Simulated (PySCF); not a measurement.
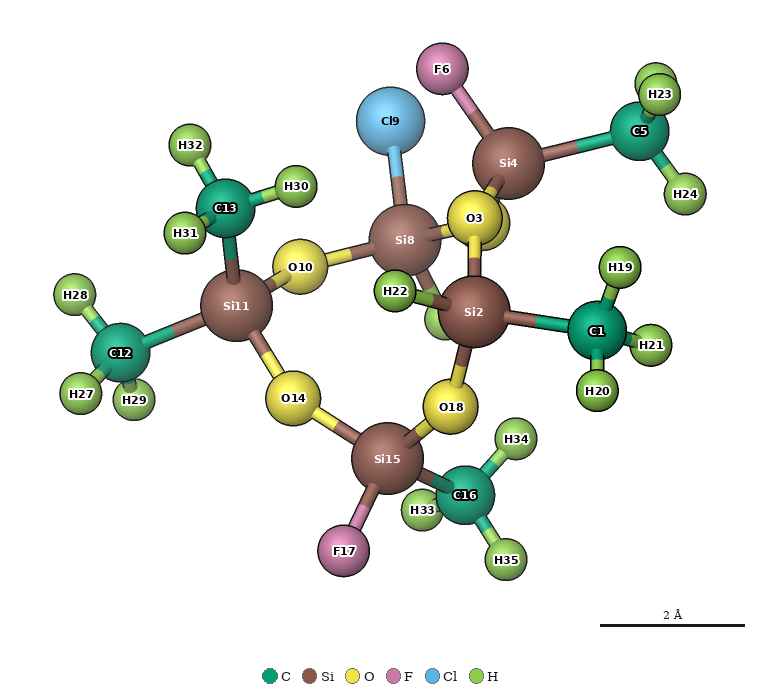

**Figure 1.** The input geometry of the first run (ball-and-stick view, seen at a tilt; atoms are numbered from 1 in the order of the input). Bond lengths as drawn: Cl–Si 1.98 Å, C–H 1.08 to 1.09 Å, C–Si 1.88 to 1.89 Å, F–Si 1.61 Å, H–Si 1.45 to 1.46 Å and O–Si 1.60 to 1.64 Å.

# What a change does: NMR shielding calculation on C5H17ClF2O5Si5

System: C5H17ClF2O5Si5, SMILES C[Si@H]1O[Si@](C)(F)O[Si@H](Cl)O[Si](C)(C)O[Si@](C)(F)O1.
Method of the first run: GIAO HCTH407/6-31G* NMR shielding, non-relativistic, gas phase (PySCF 2.14.0).

The geometry comes from this level: GFN2-xTB. Text and figures count atoms from 1; the logs count them from 0 in places.

### The input, the first run
```
{"job": {"xc": "HCTH407", "basis": "6-31G*", "grid": 3, "kind": "nmr", "pop": false}, "charge": 0, "multiplicity": 1}
C      2.889863    -2.716145     0.758938
Si     1.336467    -1.714537     1.158654
O      1.639827    -0.119607     1.005193
Si     1.987526     1.172389     0.118804
C      3.723074     1.170189    -0.605169
F      1.802527     2.368399     1.179013
O      0.916940     1.399937    -1.066984
Si    -0.447462     2.142985    -1.528853
Cl    -0.189336     4.105087    -1.483411
O     -1.683916     1.821900    -0.560220
Si    -2.303818     0.821030     0.584973
C     -4.179248     1.080533     0.539978
C     -1.445263     1.117748     2.244556
O     -2.035930    -0.704745     0.072617
Si    -1.186112    -1.849274    -0.664433
C     -0.922979    -1.596386    -2.511718
F     -2.057971    -3.172510    -0.375548
O      0.213568    -2.150584     0.077310
H      3.713256    -2.424792     1.402905
H      2.721175    -3.778378     0.901622
H      3.208215    -2.570481    -0.270841
H      0.801452    -1.809242     2.509790
H      4.454115     0.963695     0.169210
H      3.841599     0.418968    -1.379244
H      3.967501     2.133758    -1.040730
H     -0.679772     1.630121    -2.863239
H     -4.685620     0.309192     1.110272
H     -4.457672     2.040697     0.960851
H     -4.559816     1.041457    -0.476522
H     -0.375795     0.946569     2.157883
H     -1.825879     0.450712     3.012087
H     -1.586680     2.137244     2.590957
H     -1.780344    -1.108827    -2.966196
H     -0.049433    -0.978510    -2.698133
H     -0.775491    -2.546038    -3.018333
```

The first line tells a small driver script what to run in PySCF; the rest is the geometry in Å.

Launched with:
```bash
OMP_NUM_THREADS=1 python <driver script> task.json out
```

Hardware: 1 CPU thread, shared host.

### Output, shortened to warnings, some set-up lines, iterations and results (the first run)
```
coarse grid: 33320 points
[...]
cycle   1  E = -2684.1450834920  dE =  2.612e+00  |g| = 2.088e+00  |ddm| = 5.875e+00
cycle   2  E = -2682.3944941668  dE =  1.751e+00  |g| = 3.595e+00  |ddm| = 4.798e+00
cycle   3  E = -2684.9598287198  dE = -2.565e+00  |g| = 3.999e-01  |ddm| = 3.504e+00
cycle   4  E = -2684.9966869234  dE = -3.686e-02  |g| = 1.375e-01  |ddm| = 5.336e-01
cycle   5  E = -2685.0007226241  dE = -4.036e-03  |g| = 4.638e-02  |ddm| = 1.380e-01
[... 5 lines ...]
cycle  11  E = -2684.8331365167  dE = -2.225e-04  |g| = 2.190e-03  |ddm| = 2.774e-02
cycle  12  E = -2684.8331376127  dE = -1.096e-06  |g| = 2.642e-04  |ddm| = 2.017e-03
cycle  13  E = -2684.8331376277  dE = -1.499e-08  |g| = 1.406e-04  |ddm| = 4.021e-04
cycle  14  E = -2684.8331376314  dE = -3.733e-09  |g| = 4.487e-05  |ddm| = 1.389e-04
cycle  15  E = -2684.8331376318  dE = -3.965e-10  |g| = 8.083e-06  |ddm| = 4.196e-05
converged SCF energy = -2684.8331376318

GIAO shielding tensors (ppm)
atom      isotropic    diamagn.    paramagn.     s11        s22        s33       span
  0 C      189.459     252.250     -62.791    182.931    185.287    200.161     17.231
  1 Si     428.943     887.173    -458.230    407.857    416.819    462.152     54.295
  2 O      227.523     406.391    -178.868    185.503    236.512    260.553     75.050
  3 Si     451.278     887.221    -435.943    431.596    441.322    480.916     49.320
  4 C      193.638     252.368     -58.730    188.226    190.043    202.644     14.419
  5 F      318.328     471.909    -153.581    274.164    290.756    390.065    115.901
  6 O      222.004     406.456    -184.452    184.061    203.800    278.151     94.090
  7 Si     447.334     885.756    -438.422    431.709    449.570    460.721     29.011
  8 Cl     897.865    1149.785    -251.919    808.646    848.268   1036.681    228.036
  9 O      219.285     403.449    -184.164    181.873    218.906    257.076     75.203
 10 Si     413.443     886.416    -472.973    389.582    394.217    456.531     66.949
 11 C      189.354     250.499     -61.145    183.113    183.921    201.028     17.915
 12 C      190.830     260.786     -69.955    185.759    187.496    199.236     13.477
 13 O      230.594     404.884    -174.290    184.998    225.037    281.746     96.749
 14 Si     452.029     884.340    -432.311    435.427    443.426    477.233     41.806
 15 C      193.318     258.612     -65.293    189.670    190.226    200.059     10.390
 16 F      314.837     467.724    -152.887    266.603    283.460    394.448    127.844
 17 O      232.282     404.490    -172.208    177.603    240.454    278.790    101.188
 18 H       32.461      30.012       2.448     27.966     30.627     38.789     10.823
 19 H       32.252      29.415       2.837     27.588     29.833     39.334     11.746
 20 H       32.226      33.432      -1.206     28.387     31.704     36.587      8.199
 21 H       26.872      34.314      -7.442     23.040     25.249     32.327      9.287
 22 H       32.430      29.859       2.570     27.959     30.054     39.276     11.316
 23 H       32.361      33.470      -1.109     28.226     31.086     37.772      9.546
 24 H       32.228      29.287       2.941     27.130     30.354     39.200     12.071
 25 H       27.233      33.765      -6.532     22.739     26.134     32.825     10.085
 26 H       32.327      29.553       2.774     27.900     30.362     38.719     10.819
 27 H       32.383      28.687       3.696     28.028     30.194     38.928     10.899
 28 H       32.144      30.152       1.992     27.678     30.878     37.876     10.199
[...]
```

For the second run the input was changed thus:
```diff
-"xc": "HCTH407"
+"xc": "PBE0"
-"grid": 3
```

What does this change do to the results?

The total energies belong to different methods, so their difference says nothing on which is more stable or more accurate. The HOMO goes from −6.93 to −8.16 eV. The LUMO goes from 0.34 to 1.23 eV. The dipole moment goes from 2.18 to 2.26 D. Of all shieldings, the largest change is that of Cl9, by +10.4 ppm. The functional changes from HCTH407 to PBE0. The SCF takes 14 iterations against 15.

### Output, shortened to warnings, some set-up lines, iterations and results (the second run)
```
coarse grid: 33320 points
[...]
cycle   1  E = -2682.9135180786  dE =  2.691e+00  |g| = 1.673e+00  |ddm| = 5.668e+00
cycle   2  E = -2682.5001543150  dE =  4.134e-01  |g| = 2.247e+00  |ddm| = 2.888e+00
cycle   3  E = -2683.4315729204  dE = -9.314e-01  |g| = 1.888e-01  |ddm| = 1.765e+00
cycle   4  E = -2683.4393648277  dE = -7.792e-03  |g| = 5.352e-02  |ddm| = 2.086e-01
cycle   5  E = -2683.4399732360  dE = -6.084e-04  |g| = 1.694e-02  |ddm| = 4.970e-02
cycle   6  E = -2683.4400240956  dE = -5.086e-05  |g| = 3.000e-03  |ddm| = 1.429e-02
cycle   7  E = -2683.4400258413  dE = -1.746e-06  |g| = 9.202e-04  |ddm| = 3.243e-03
cycle   8  E = -2683.2718440393  dE = -2.910e-05  |g| = 1.544e-02  |ddm| = 3.155e-02
cycle   9  E = -2683.2718006476  dE =  4.339e-05  |g| = 2.128e-02  |ddm| = 2.792e-02
cycle  10  E = -2683.2718975253  dE = -9.688e-05  |g| = 1.619e-03  |ddm| = 1.626e-02
cycle  11  E = -2683.2718980854  dE = -5.601e-07  |g| = 1.333e-04  |ddm| = 1.288e-03
cycle  12  E = -2683.2718980874  dE = -1.918e-09  |g| = 1.095e-04  |ddm| = 2.208e-04
cycle  13  E = -2683.2718980893  dE = -1.922e-09  |g| = 2.052e-05  |ddm| = 8.833e-05
cycle  14  E = -2683.2718980894  dE = -8.185e-11  |g| = 4.228e-06  |ddm| = 2.398e-05
converged SCF energy = -2683.2718980894

GIAO shielding tensors (ppm)
atom      isotropic    diamagn.    paramagn.     s11        s22        s33       span
  0 C      193.834     252.618     -58.784    187.127    189.790    204.584     17.457
  1 Si     433.511     886.791    -453.280    413.376    417.553    469.603     56.227
  2 O      228.421     405.503    -177.081    186.008    239.042    260.214     74.207
  3 Si     460.253     887.172    -426.919    437.557    447.988    495.214     57.657
  4 C      198.319     252.843     -54.524    192.944    194.782    207.230     14.285
  5 F      321.570     471.419    -149.849    277.535    293.722    393.452    115.917
  6 O      222.559     405.439    -182.880    183.129    206.477    278.071     94.943
  7 Si     450.641     885.250    -434.609    438.542    449.833    463.548     25.007
  8 Cl     908.304    1149.028    -240.724    821.895    863.121   1039.896    218.001
  9 O      220.308     402.914    -182.606    181.993    222.413    256.518     74.525
 10 Si     420.777     886.131    -465.354    394.813    399.247    468.271     73.457
 11 C      193.679     251.023     -57.344    187.255    188.368    205.413     18.158
 12 C      194.450     260.270     -65.819    189.619    190.679    203.052     13.433
 13 O      230.552     404.058    -173.506    184.476    225.994    281.185     96.710
 14 Si     460.948     884.269    -423.322    440.453    451.017    491.373     50.920
 15 C      197.741     258.644     -60.903    193.971    194.461    204.792     10.821
 16 F      318.905     467.483    -148.578    271.013    288.191    397.510    126.496
 17 O      233.435     403.752    -170.316    177.239    243.558    279.509    102.269
 18 H       32.453      29.897       2.556     27.749     30.495     39.116     11.367
 19 H       32.222      29.332       2.891     27.335     29.672     39.660     12.325
 20 H       32.197      33.066      -0.869     28.143     31.599     36.849      8.705
 21 H       26.860      33.944      -7.084     22.990     25.269     32.322      9.331
 22 H       32.414      29.766       2.648     27.735     29.900     39.605     11.870
 23 H       32.338      33.115      -0.777     27.989     30.959     38.067     10.078
 24 H       32.197      29.214       2.982     26.860     30.214     39.516     12.657
 25 H       27.233      33.375      -6.142     22.700     26.193     32.806     10.106
 26 H       32.319      29.518       2.802     27.675     30.260     39.023     11.348
 27 H       32.381      28.727       3.653     27.815     30.092     39.235     11.421
 28 H       32.113      30.053       2.060     27.417     30.770     38.152     10.735
[...]
```

### The two runs side by side

```tsv
quantity	the first run	the second run
outcome	converged	converged
total energy (hartree)	−2684.833138	−2683.271898
HOMO (eV)	−6.93	−8.16
LUMO (eV)	0.34	1.23
dipole moment (D)	2.18	2.26
shielding of Si2 (ppm)	428.9	433.5
shielding of Si4 (ppm)	451.3	460.3
shielding of C5 (ppm)	193.6	198.3
shielding of Cl9 (ppm)	897.9	908.3
shielding of Si11 (ppm)	413.4	420.8
shielding of Si15 (ppm)	452.0	460.9
shielding of C16 (ppm)	193.3	197.7
SCF iterations	15	14
basis functions	310	310
wall time (shared host)	4.5 min	3.2 min
```
